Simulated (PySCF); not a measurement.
# Calculations on SiH$_{4}$ and related structures

## 1. Relaxation

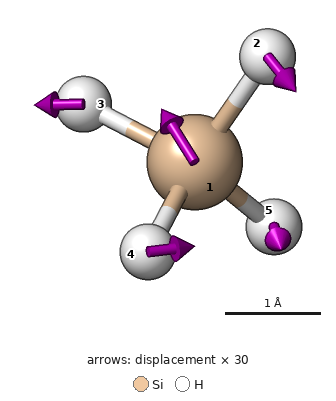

A relaxation of SiH$_{4}$. The starting structure is drawn; purple arrows show the displacements, magnified 30 times. The two geometries are superimposed by the best rigid fit.

Style: ball-and-stick. Shown from a free direction.

It is one of the separated reactants of a reaction.

Level of theory: RKS PBE0-D4/def2-TZVP, density fitting (PySCF 2.14.0). 

> What happened in the run?

Over 2 geometry steps the energy falls by 0.007 eV. The atom that moves furthest after the best rigid fit is Si1 (0.025 Å). By element the largest moves are Si 0.025 Å, H 0.019 Å. Near-neighbour distances that change, for instance: Si1–H4 1.480 → 1.485 Å. Among the angles between lasting bonds that change: H2–Si1–H3 107.2° → 109.5°, H4–Si1–H5 111.8° → 109.5°. Cost: 9.6 s on 4 threads of Intel Xeon @ 2.50GHz, on a shared host.

## 2. Relaxation

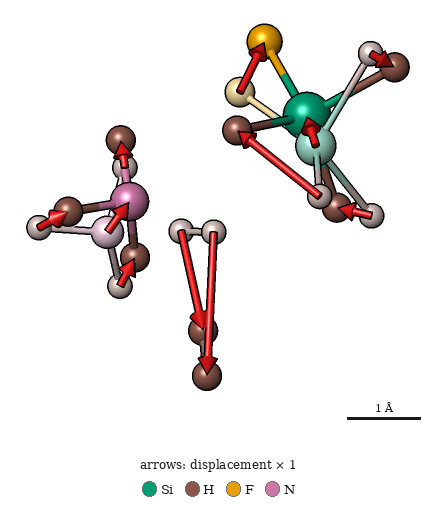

A relaxation of SiNH$_{8}$F (started from a transition state, displaced along its imaginary mode). The starting structure is drawn faded, the final one solid; red arrows show the displacements, at their true length. The two geometries are superimposed by the best rigid fit.

The picture is a ball-and-stick view, seen at a tilt.

These are results of PySCF, RKS PBE0-D4/def2-TZVP, density fitting, not measurements. 

Describe the change and its energy.

Answer. Over 80 geometry steps the energy falls by 1.422 eV. An H atom moves most after the best rigid fit: 2.06 Å. Largest moves by element: H 2.06 Å, F 0.89 Å, Si 0.53 Å, N 0.52 Å. Near-neighbour distances that change, for instance: H–Si 1.858 → 3.985 Å, H–N 1.497 → 2.758 Å, H–Si 1.537 → 1.478 Å, H–Si 1.513 → 1.478 Å. Bond angles that change, for instance: H–Si–F 140.3° → 110.7°, H–Si–H 101.6° → 113.1°, H–Si–F 93.7° → 104.7°.

## 3. Reaction

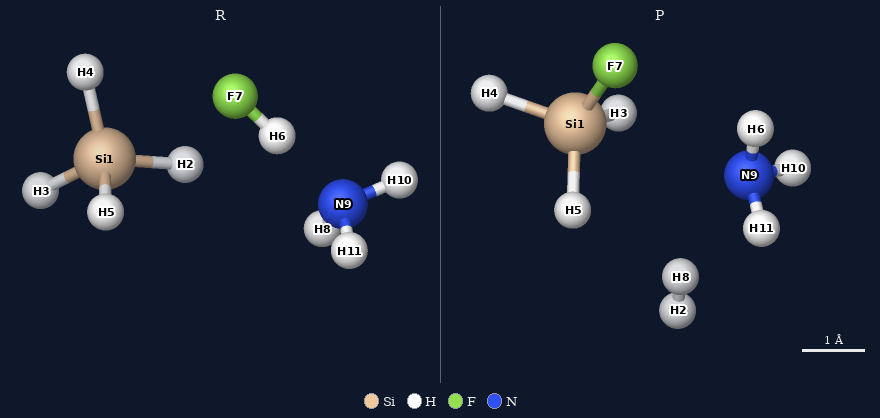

Reactant (R) and product (P) of one elementary step of SiNH$_{8}$F. Style: ball-and-stick. Shown from a free direction.

Stationary points at PBE0-D4/def2-TZVP, single-point energies with CCSD(T)/CBS, CCSD(T), PBE-D4, BHLYP-D4 (def2-TZVPP where no basis is named; PySCF 2.14.0). The energies are electronic, without zero-point or thermal terms, and both ends are the minima reached downhill from the saddle, with any fragments still in contact. CCSD(T)/CBS stands for a frozen-core estimate: MP2 correlation extrapolated from def2-TZVPP and def2-QZVPP, CCSD(T) minus MP2 from the smaller set.

R:
```xyz
11

Si   -0.6746    0.9127   -1.7015
H     0.2973   -0.1921   -1.4881
H    -1.2719    0.7178   -3.0530
H     0.0048    2.2267   -1.6640
H    -1.7646    0.8279   -0.6999
H     0.5554    0.3359    1.2629
F     0.5194    1.2766    1.0362
H     0.4536   -1.7325    0.6588
N     0.5822   -1.2556    1.5435
H     1.4601   -1.5687    1.9399
H    -0.1618   -1.5486    2.1650
```

P:
```xyz
11

Si   -0.3008    1.3870   -0.7899
H    -0.6997   -2.5465   -1.2872
H     0.7449    0.5469   -1.4112
H    -0.6978    2.4463   -1.7576
H    -1.5059    0.6224   -0.4049
H     0.8915    0.1884    1.8436
F     0.2898    2.1886    0.4721
H    -0.4865   -1.9628   -0.8715
N     0.5590   -0.5797    1.2731
H     1.3388   -1.2071    1.1199
H    -0.1332   -1.0835    1.8136
```

Q: What is the transition state like, and how high is the barrier?

A: Counted by bonded pieces, R holds HF + NH₃ + SiH₄ and P holds H₂ + NH₃ + SiH₃F. From R over the saddle to P, bonds form: Si1–F7 (3.01 → 1.74 → 1.61 Å), H2–H8 (2.65 → 1.14 → 0.75 Å), H6–N9 (1.62 → 1.03 → 1.01 Å). Bonds break: Si1–H2 (1.49 → 1.66 → 3.98 Å), H6–F7 (0.97 → 1.81 → 2.50 Å), H8–N9 (1.01 → 1.18 → 2.76 Å). The saddle has one imaginary mode, 529i cm⁻¹. With CCSD(T)/CBS the barrier is 120.6 kJ/mol from R and 182.0 kJ/mol from P, and P lies 61.4 kJ/mol below R.

```csv
level,barrier from R (kJ/mol),barrier from P (kJ/mol),P less R (kJ/mol)
CCSD(T)/CBS,120.6,182.0,−61.4
CCSD(T),125.4,184.3,−58.8
PBE-D4,90.9,135.6,−44.7
BHLYP-D4,122.7,185.4,−62.8
```

Against CCSD(T)/CBS, BHLYP-D4 comes closest on the barrier from R (+2.1 kJ/mol) and PBE-D4 misses most (−29.6 kJ/mol).

Saddle geometry:

```xyz
11

Si   -0.4766    0.9214   -1.1553
H     0.1064   -0.6043   -0.8702
H    -0.6738    0.3250   -2.5402
H    -0.1012    2.2957   -1.6290
H    -1.8588    0.8419   -0.5987
H     0.5998   -0.0450    1.5375
F     0.3785    1.2815    0.3196
H     0.2927   -0.9530    0.1939
N     0.5365   -1.0532    1.3463
H     1.4148   -1.5251    1.5286
H    -0.2183   -1.4848    1.8674
```

The saddle point in the same view, with dashed sticks for the bonds that form or break:

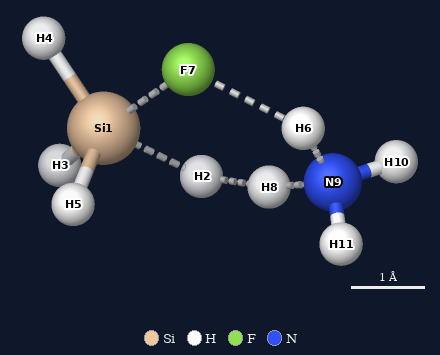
